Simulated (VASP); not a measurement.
# A VASP study of MgW (LDA): structure first, properties next, part 2 of 4

What structure does MgW take at this level, and what are its properties? The cell is invented: it takes the structure of a Materials Project entry for MgZr (space group 187 there), with some of its atoms replaced by other elements, volume scaled by an estimate. It may not be a known or stable phase. Left out of this account: 1 further run (elastic: elastic constants of a metal on too coarse a mesh).

VASP 6.6.1, plane waves and PAW; the level of theory is named at each step.

Still holding for the runs below: The k-mesh is coarse for a metal.

So far. Step 2 (Full relaxation (LDA)): It ends with forces that vanish by symmetry and a pressure of 0.00 GPa. The relaxed cell has a = 2.800, c = 4.793 Å (conventional setting).

### 3. Second relaxation

Level of this step: LDA; plane waves and PAW (W, Mg); invented cell (VASP).

The basis stayed that of the start cell while the cell moved. A rerun from the cell reached resets it; the error of the finite cutoff stays. The mesh changes with the cell too.

Contents of INCAR:

```
SYSTEM = MgW
PREC = Accurate
ENCUT = 400
EDIFF = 1E-06
NELM = 100
ISMEAR = -1
SIGMA = 0.05
LREAL = .FALSE.
ALGO = Normal
GGA = CA
LORBIT = 11
LWAVE = .FALSE.
LCHARG = .FALSE.
IBRION = 2
NSW = 60
ISIF = 3
EDIFFG = -0.01
```

Contents of POSCAR:

```
MgW
1.0
    2.8000309560     -0.0000000252      0.0000000000
   -1.4000150206      2.4248977699      0.0000000000
    0.0000000000      0.0000000000      4.7928605252
W Mg
1 1
Direct
    0.6666666700      0.3333333300      0.5000000000
    0.0000000000      0.0000000000      0.0000000000
```

Contents of KPOINTS:

```
Automatic mesh
0
Gamma
11 11 6
0 0 0
```

The projector-augmented-wave data sets are W and Mg (LDA family, release 64).

On the command line:

```console
> mpirun -np 1 vasp_std
```

The log of the run:

```text
[... set-up lines as in an earlier step ...]
 entering main loop
       N       E                     dE             d eps       ncg     rms          rms(c)
DAV:   1     0.480428201470E+01    0.48043E+01   -0.31571E+03  1072   0.656E+02
DAV:   2    -0.154371750202E+02   -0.20241E+02   -0.19674E+02  1656   0.113E+02
DAV:   3    -0.157697147728E+02   -0.33254E+00   -0.30863E+00  1064   0.152E+01
DAV:   4    -0.157717227105E+02   -0.20079E-02   -0.20076E-02  1528   0.994E-01
DAV:   5    -0.157717258064E+02   -0.30959E-05   -0.30956E-05  1112   0.239E-02    0.166E+01
DAV:   6    -0.151862167796E+02    0.58551E+00   -0.11383E+00  1304   0.645E+00    0.734E+00
DAV:   7    -0.150190029150E+02    0.16721E+00   -0.30678E-01  1144   0.356E+00    0.142E+00
DAV:   8    -0.150103961575E+02    0.86068E-02   -0.16145E-02  1432   0.971E-01    0.198E-01
DAV:   9    -0.150092415921E+02    0.11546E-02   -0.24750E-03  1160   0.273E-01    0.497E-02
DAV:  10    -0.150091973915E+02    0.44201E-04   -0.27938E-04  1304   0.107E-01    0.381E-02
DAV:  11    -0.150091909998E+02    0.63917E-05   -0.43602E-05  1336   0.331E-02    0.326E-03
DAV:  12    -0.150091908082E+02    0.19161E-06   -0.10107E-06   616   0.705E-03
   1 F= -.15009191E+02 E0= -.15001858E+02  d E =-.150092E+02
 curvature:   0.00 expect dE= 0.000E+00 dE for cont linesearch  0.000E+00
 trial: gam= 0.00000 g(F)=  0.161E-46 g(S)=  0.601E-02 ort = 0.000E+00 (trialstep = 0.100E+01)
 search vector abs. value=  0.601E-02
 bond charge predicted
       N       E                     dE             d eps       ncg     rms          rms(c)
DAV:   1    -0.150165405203E+02   -0.73495E-02   -0.29738E-01  1072   0.429E+00    0.400E-01
DAV:   2    -0.150112388465E+02    0.53017E-02   -0.23239E-02  1312   0.832E-01    0.315E-01
DAV:   3    -0.150106701081E+02    0.56874E-03   -0.11256E-03  1112   0.224E-01    0.122E-01
DAV:   4    -0.150105645658E+02    0.10554E-03   -0.33451E-04  1264   0.111E-01    0.149E-02
DAV:   5    -0.150105630876E+02    0.14782E-05   -0.11943E-05  1192   0.260E-02    0.283E-03
DAV:   6    -0.150105629470E+02    0.14059E-06   -0.96660E-07   688   0.518E-03
   2 F= -.15010563E+02 E0= -.15003666E+02  d E =-.137214E-02
[...]
3 F= -.15011146E+02 E0= -.15004054E+02  d E =-.195518E-02
[...]
4 F= -.15011152E+02 E0= -.15004041E+02  d E =-.599796E-05
 trial-energy change:   -0.000006  1 .order   -0.000010   -0.000481    0.000462
 step:   0.4746(harm=  0.4746)  dis= 0.00000  next Energy=   -15.011269 (dE=-0.123E-03)
 bond charge predicted
       N       E                     dE             d eps       ncg     rms          rms(c)
DAV:   1    -0.150114875563E+02   -0.33566E-03   -0.53190E-03  1136   0.552E-01    0.122E-01
DAV:   2    -0.150112751931E+02    0.21236E-03   -0.16104E-03  1216   0.204E-01    0.210E-02
DAV:   3    -0.150112676379E+02    0.75552E-05   -0.44600E-05  1064   0.437E-02    0.157E-02
DAV:   4    -0.150112658240E+02    0.18139E-05   -0.49771E-06  1280   0.140E-02    0.129E-03
DAV:   5    -0.150112658359E+02   -0.11930E-07   -0.22347E-07   536   0.347E-03
   5 F= -.15011266E+02 E0= -.15004163E+02  d E =-.119844E-03
 curvature:  -0.26 expect dE=-0.237E-07 dE for cont linesearch -0.116E-07
 trial: gam= 0.00000 g(F)=  0.195E-46 g(S)=  0.923E-07 ort =-0.503E-05 (trialstep = 0.839E+00)
 search vector abs. value=  0.924E-07
 reached required accuracy - stopping structural energy minimisation
```

Wall time 48 s (1 MPI rank of AMD EPYC 7R43, shared host); peak memory 0.1 GiB.

Parts of OUTCAR (step 3):

```text
  LATTYP: Found a hexagonal cell.
 ALAT       =     2.8000309560
 C/A-ratio  =     1.7117169776

The static configuration has the point symmetry D_3h.

 Found     64 irreducible k-points:

   k-points           NKPTS =     64   k-points in BZ     NKDIM =     64   number of bands    NBANDS=      8

   dimension x,y,z NGX =    18 NGY =   18 NGZ =   32
   dimension x,y,z NGXF=    36 NGYF=   36 NGZF=   64

   ENCUT  =  400.0 eV  29.40 Ry    5.42 a.u.   4.57  4.57  7.82*2*pi/ulx,y,z

   NELECT =       8.0000    total number of electrons

 E-fermi :   5.4722

 k-point     1 :       0.0000    0.0000    0.0000
  band No.  band energies     occupation
      1      -2.9750      2.00000
      2       0.9909      2.00000
      3       4.3829      2.00000
      4       5.4701      1.02177
      5       5.4701      1.02172
      6       8.4917      0.00000
      7       8.4917      0.00000
      8       9.4167      0.00000

 k-point     2 :       0.0909    0.0000    0.0000
  band No.  band energies     occupation
      1      -2.6980      2.00000
      2       1.2773      2.00000
      3       4.1783      2.00000
      4       5.1564      1.99639
      5       5.7839      0.00391
      6       8.3718      0.00000
      7       8.6160      0.00000
      8       9.5088      0.00000

  Total       -0.0013067     -0.0013067     -0.0006401     -0.0000000      0.0000000      0.0000000
  in kB       -0.0643609     -0.0643609     -0.0315303     -0.0000000      0.0000000      0.0000000
  external PRESSURE =      -0.0534174 kB  Pullay stress =       0.0000000 kB

  energy-cutoff  :      400.00
  volume of cell :       32.53
      direct lattice vectors                 reciprocal lattice vectors
     2.789956798 -0.000000027  0.000000000     0.358428491  0.206938733  0.000000000
    -1.394977945  2.416173296  0.000000000     0.000000004  0.413877600  0.000000000
    -0.000000000 -0.000000000  4.825308687    -0.000000000 -0.000000000  0.207240627

 POSITION                                       TOTAL-FORCE (eV/Angst)
 -----------------------------------------------------------------------------------
      1.39498      0.80539      2.41265         0.000000     -0.000000      0.000000
      0.00000      0.00000      0.00000        -0.000000      0.000000      0.000000
 -----------------------------------------------------------------------------------
    total drift:                               -0.000000     -0.000000     -0.000000

  FREE ENERGIE OF THE ION-ELECTRON SYSTEM (eV)
  ---------------------------------------------------
  free  energy   TOTEN  =       -15.0112658359 eV

  energy  without entropy=      -14.9970597219  energy(sigma->0) =      -15.00416278

 total charge
# of ion       s       p       d       tot
------------------------------------------
    1        0.684   0.567   4.109   5.360
    2        0.233   0.212   0.036   0.481
--------------------------------------------------
tot          0.917   0.778   4.145   5.841

[... 2 parts as in an earlier step ...]

[... 7 further parts left out ...]
```

CONTCAR:

```
MgW
   1.00000000000000
     2.7899567979234727   -0.0000000269232242    0.0000000000000000
    -1.3949779447782789    2.4161732959129245    0.0000000000000000
    -0.0000000000000000   -0.0000000000000000    4.8253086867137904
  W               Mg
     1     1
Direct
     0.6666666699999979    0.3333333300000021    0.5000000000000000
     0.0000000000000000    0.0000000000000000    0.0000000000000000
```

Relaxation path:

```
step  energy less that of the first step (eV)  largest force (eV/Å)  pressure (GPa)  volume (Å³)
   1                                   0.0000                0.0000           -0.32        32.54
   2                                  -0.0014                0.0000            0.81        32.39
   3                                  -0.0020                0.0000            0.40        32.44
   4                                  -0.0020                0.0000           -0.39        32.61
   5                                  -0.0021                0.0000           -0.01        32.53
```

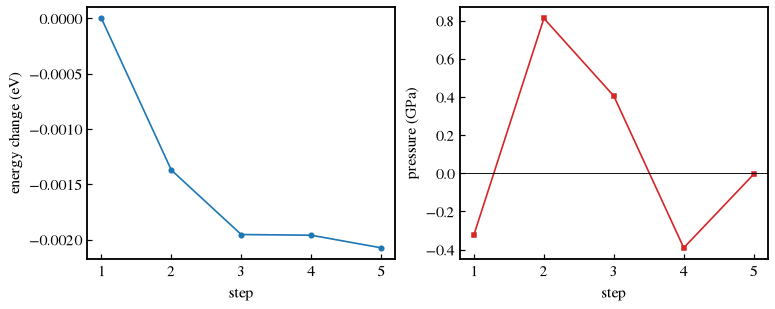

Energy and pressure along the relaxation.

```
conventional cell, symmetrised  before  after  change
                         a (Å)   2.800  2.790  -0.4 %
                         b (Å)   2.800  2.790  -0.4 %
                         c (Å)   4.793  4.825  +0.7 %
              volume (Å³/atom)   16.27  16.26  -0.0 %
```

Final coordinates:

```xyz
2
Lattice="2.7900 0.0000 0.0000 -1.3950 2.4162 0.0000 0.0000 0.0000 4.8253" Properties=species:S:1:pos:R:3 pbc="T T T"
W     1.3950    0.8054    2.4127
Mg    0.0000    0.0000    0.0000
```

Numbers from this step:

```
irreducible k-points            : 64
free energy (TOTEN)             : -15.01 eV
energy at zero smearing         : -15.00 eV
Fermi energy                    : 5.472 eV
pressure                        : -0.005342 GPa
SCF cycles over all ionic steps : 33
```

It ends with forces that vanish by symmetry and a pressure of -0.01 GPa. The volume moved by only 0.05 %, so the volume is settled.

### 4. Density, ELF and potential (LDA)

The relaxed cell gets a fresh self-consistent run, on a basis set for its own volume, to fix the density and to check the remaining stress.

Changes to INCAR since step 3:

```diff
@@ -12,6 +12,5 @@
 LWAVE = .FALSE.
-LCHARG = .FALSE.
-IBRION = 2
-NSW = 60
-ISIF = 3
-EDIFFG = -0.01
+LCHARG = .TRUE.
+ISIF = 2
+LELF = .TRUE.
+LVHAR = .TRUE.
```

Contents of POSCAR:

```
MgW
1.0
    2.7899567979     -0.0000000269      0.0000000000
   -1.3949779448      2.4161732959      0.0000000000
    0.0000000000      0.0000000000      4.8253086867
W Mg
1 1
Direct
    0.6666666700      0.3333333300      0.5000000000
    0.0000000000      0.0000000000      0.0000000000
```

KPOINTS is that of step 3.

On the command line:

```console
> mpirun -np 1 vasp_std
```

The log of the run:

```text
[... set-up lines as in an earlier step ...]
 entering main loop
       N       E                     dE             d eps       ncg     rms          rms(c)
DAV:   1     0.435969705021E+01    0.43597E+01   -0.31243E+03  1088   0.653E+02
DAV:   2    -0.154624269556E+02   -0.19822E+02   -0.19292E+02  1608   0.112E+02
DAV:   3    -0.157645100909E+02   -0.30208E+00   -0.30084E+00  1136   0.152E+01
DAV:   4    -0.157660917708E+02   -0.15817E-02   -0.15816E-02  1488   0.867E-01
DAV:   5    -0.157660924364E+02   -0.66561E-06   -0.66531E-06  1160   0.185E-02    0.167E+01
DAV:   6    -0.151890650560E+02    0.57703E+00   -0.10832E+00  1312   0.632E+00    0.745E+00
DAV:   7    -0.150205330163E+02    0.16853E+00   -0.31380E-01  1128   0.358E+00    0.140E+00
DAV:   8    -0.150124556092E+02    0.80774E-02   -0.15955E-02  1432   0.974E-01    0.197E-01
DAV:   9    -0.150113260312E+02    0.11296E-02   -0.24748E-03  1136   0.270E-01    0.520E-02
DAV:  10    -0.150112797026E+02    0.46329E-04   -0.30395E-04  1296   0.109E-01    0.381E-02
DAV:  11    -0.150112729410E+02    0.67616E-05   -0.46802E-05  1312   0.342E-02    0.335E-03
DAV:  12    -0.150112727483E+02    0.19264E-06   -0.11077E-06   680   0.741E-03
   1 F= -.15011273E+02 E0= -.15004170E+02  d E =-.142054E-01
```

Run time: 25 s. Hardware: 1 MPI rank; peak memory 0.1 GiB.

Parts of OUTCAR (step 4):

```text
  LATTYP: Found a hexagonal cell.
 ALAT       =     2.7899567979
 C/A-ratio  =     1.7295281025

The static configuration has the point symmetry D_3h.

 Found     64 irreducible k-points:

   ENCUT  =  400.0 eV  29.40 Ry    5.42 a.u.   4.55  4.55  7.87*2*pi/ulx,y,z

   NELECT =       8.0000    total number of electrons

 E-fermi :   5.4723

 k-point     1 :       0.0000    0.0000    0.0000
  band No.  band energies     occupation
      1      -2.9749      2.00000
      2       0.9910      2.00000
      3       4.3830      2.00000
      4       5.4701      1.02190
      5       5.4701      1.02186
      6       8.4918      0.00000
      7       8.4918      0.00000
      8       9.4168      0.00000

 k-point     2 :       0.0909   -0.0000    0.0000
  band No.  band energies     occupation
      1      -2.6979      2.00000
      2       1.2774      2.00000
      3       4.1784      2.00000
      4       5.1565      1.99639
      5       5.7840      0.00392
      6       8.3719      0.00000
      7       8.6161      0.00000
      8       9.5090      0.00000

  Total       -0.0025809     -0.0025809     -0.0007700     -0.0000000     -0.0000000      0.0000000
  in kB       -0.1271268     -0.1271268     -0.0379249     -0.0000000     -0.0000000      0.0000000
  external PRESSURE =      -0.0973929 kB  Pullay stress =       0.0000000 kB

  energy-cutoff  :      400.00
  volume of cell :       32.53
      direct lattice vectors                 reciprocal lattice vectors
     2.789956798 -0.000000027  0.000000000     0.358428491  0.206938733  0.000000000
    -1.394977945  2.416173296  0.000000000     0.000000004  0.413877600  0.000000000
     0.000000000  0.000000000  4.825308687     0.000000000  0.000000000  0.207240627

  FREE ENERGIE OF THE ION-ELECTRON SYSTEM (eV)
  ---------------------------------------------------
  free  energy   TOTEN  =       -15.0112727483 eV

  energy  without entropy=      -14.9970673819  energy(sigma->0) =      -15.00417007

 total charge
# of ion       s       p       d       tot
------------------------------------------
    1        0.684   0.567   4.109   5.360
    2        0.233   0.212   0.036   0.481
--------------------------------------------------
tot          0.918   0.778   4.145   5.841

[... 4 parts as in an earlier step ...]

[... 7 further parts left out ...]
```

Numbers from this step:

| Item | Value |
| --- | --- |
| SCF cycles | 12 |
| pressure | -0.009739 GPa |

Valence electrons inside each PAW sphere by angular momentum. Sphere charges, by row:

```
atom  s (e)  p (e)  d (e)  tot (e)
  W1  0.684  0.567  4.109     5.36
 Mg2  0.233  0.212  0.036    0.481
```

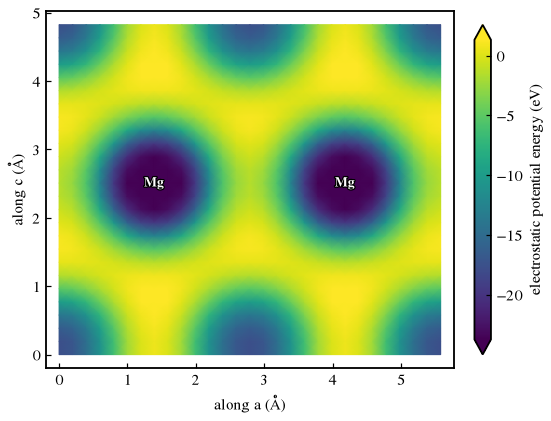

Electrostatic potential energy in the ac plane at fractional y = 0.000, with atoms of Mg within 0.2 Å of it. With pseudopotentials it is smooth inside the atoms' cores, unlike the true potential. The map starts off the cell's origin, so that atoms lie inside it.

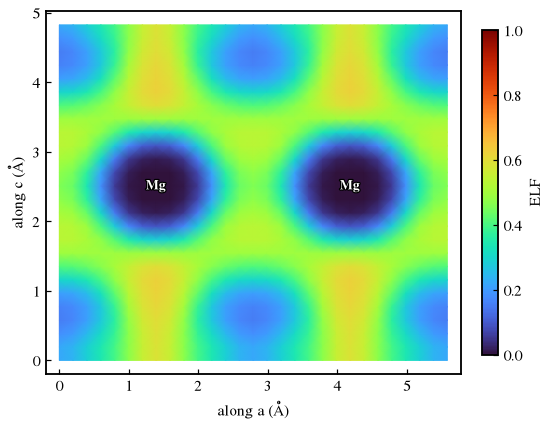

ELF in the ac plane at fractional y = 0.000, with atoms of Mg within 0.2 Å of it. It is the smooth field of the valence electrons, not physical close to the nuclei. The map starts off the cell's origin, so that atoms lie inside it.

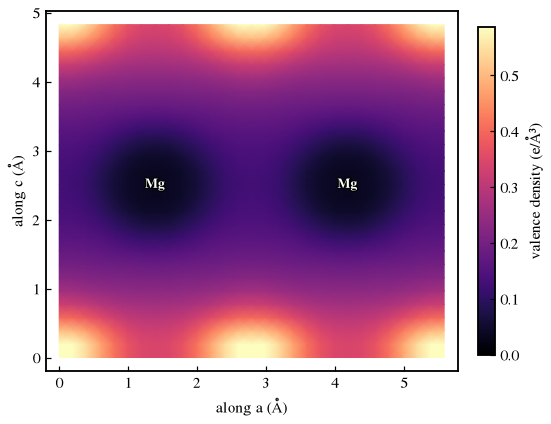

Valence density in the ac plane at fractional y = 0.000, with atoms of Mg within 0.2 Å of it. It is the smooth field of the valence electrons, not physical close to the nuclei. The map starts off the cell's origin, so that atoms lie inside it.

In this run the pressure is -0.01 GPa, small enough to go on.

### 5. Band structure (LDA)

The mesh alone shows little of the dispersion and can miss band extrema, so KPOINTS_OPT adds a path through the symmetry points after the self-consistent cycle.

Changes to INCAR since step 4:

```diff
@@ -12,5 +12,2 @@
 LWAVE = .FALSE.
-LCHARG = .TRUE.
-ISIF = 2
-LELF = .TRUE.
-LVHAR = .TRUE.
+LCHARG = .FALSE.
```

POSCAR is that of step 4.

KPOINTS is that of step 4.

Contents of KPOINTS_OPT:

```
Line mode
16
Line-mode
Reciprocal
  0.00000000   0.00000000   0.00000000 GAMMA
  0.50000000   0.00000000   0.00000000 M

  0.50000000   0.00000000   0.00000000 M
  0.33333333   0.33333333   0.00000000 K

  0.33333333   0.33333333   0.00000000 K
  0.00000000   0.00000000   0.00000000 GAMMA

  0.00000000   0.00000000   0.00000000 GAMMA
  0.00000000   0.00000000   0.50000000 A

  0.00000000   0.00000000   0.50000000 A
  0.50000000   0.00000000   0.50000000 L

  0.50000000   0.00000000   0.50000000 L
  0.33333333   0.33333333   0.50000000 H

  0.33333333   0.33333333   0.50000000 H
  0.00000000   0.00000000   0.50000000 A

  0.50000000   0.00000000   0.50000000 L
  0.50000000   0.00000000   0.00000000 M

  0.33333333   0.33333333   0.00000000 K
  0.33333333   0.33333333   0.50000000 H
```

On the command line:

```console
> mpirun -np 1 vasp_std
```

The log of the run:

```text
[... set-up lines as in an earlier step ...]
 entering main loop
       N       E                     dE             d eps       ncg     rms          rms(c)
[... 12 cycles as in an earlier step ...]
   1 F= -.15011273E+02 E0= -.15004170E+02  d E =-.142054E-01
 Start KPOINTS_OPT (optional k-point list driver)
k-point batch [1-64\144]
       N       E                     dE             ncg
DAV:   1     0.257616327042E+04   -0.92257E+04     1112
DAV:   2     0.129546239743E+04   -0.12807E+04     1560
DAV:   3     0.127915802610E+04   -0.16304E+02     1104
DAV:   4     0.127909371728E+04   -0.64309E-01     1424
DAV:   5     0.127909355236E+04   -0.16491E-03     1080
DAV:   6     0.127909355072E+04   -0.16471E-05     1336
DAV:   7     0.127909355070E+04   -0.15486E-07      928
[...]
k-point batch [129-144\144]
       N       E                     dE             ncg
DAV:   1     0.144863271935E+05   -0.45395E+04      280
DAV:   2     0.141664557734E+05   -0.31987E+03      352
DAV:   3     0.141592774383E+05   -0.71783E+01      280
DAV:   4     0.141592322363E+05   -0.45202E-01      480
DAV:   5     0.141592322322E+05   -0.40395E-05      264
DAV:   6     0.141592322322E+05   -0.12520E-07      464
```

It took 42 s on 1 MPI rank; peak memory 0.11 GiB.

Parts of OUTCAR (step 5):

```text
   NELECT =       8.0000    total number of electrons

 E-fermi :   5.4723

[... 20 parts as in an earlier step ...]

[... 2 further parts left out ...]
```

Spin-orbit coupling is off here; with elements this heavy it splits and shifts levels by tenths of an eV or more.

The electronic bands at the labelled points (eV, zero at the Fermi level; # counts the bands kept):

```
    point     #1     #2     #3     #4     #5    #6
        Γ  -8.45  -4.48  -1.09   0.00   0.00  3.02
        M  -4.59  -3.21  -2.21  -0.68   1.70  4.75
        K  -1.74  -1.72  -1.64  -1.59  -1.58  2.77
        Γ  -8.45  -4.48  -1.09   0.00   0.00  3.02
        A  -7.11  -6.04  -2.28   0.00   0.00  2.96
        L  -4.37  -3.94  -0.33  -0.27   1.42  1.63
        H  -2.36  -2.20  -1.34  -1.12   0.12  1.28
        A  -7.11  -6.04  -2.28   0.00   0.00  2.96
jump to L  -4.37  -3.94  -0.33  -0.27   1.42  1.63
        M  -4.59  -3.21  -2.21  -0.68   1.70  4.75
jump to K  -1.74  -1.72  -1.64  -1.59  -1.58  2.77
        H  -2.36  -2.20  -1.34  -1.12   0.12  1.28
```

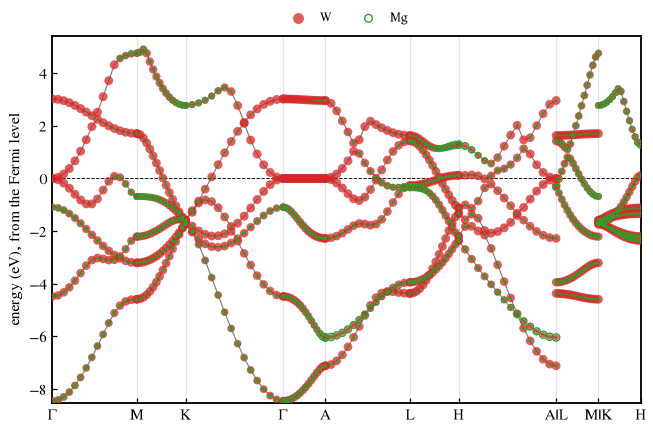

Electronic bands along the path; dots are coloured as in the legend, and their area grows with the weight.

There is no gap at this level.

[end of part 2 of 4]

[Lines on the potential files, build, host, timing and source positions are cut from VASP's logs without a mark.]

[Logs are printed without paths, hosts, clocks, repeated set-up lines and the standing remarks that a program may print on its own settings, such as how far it seeks lower states.]

[Hosts, paths, dates, database ids (printed as entryN), source tags and the programs' standing remarks are cut or masked in the printed files.]

[A measured line is paired with the nearest computed mode of its activity, which favours agreement.]

[In band tables of VASP the shares of atoms and orbitals are scaled to a sum of 1 inside the atoms' spheres.]
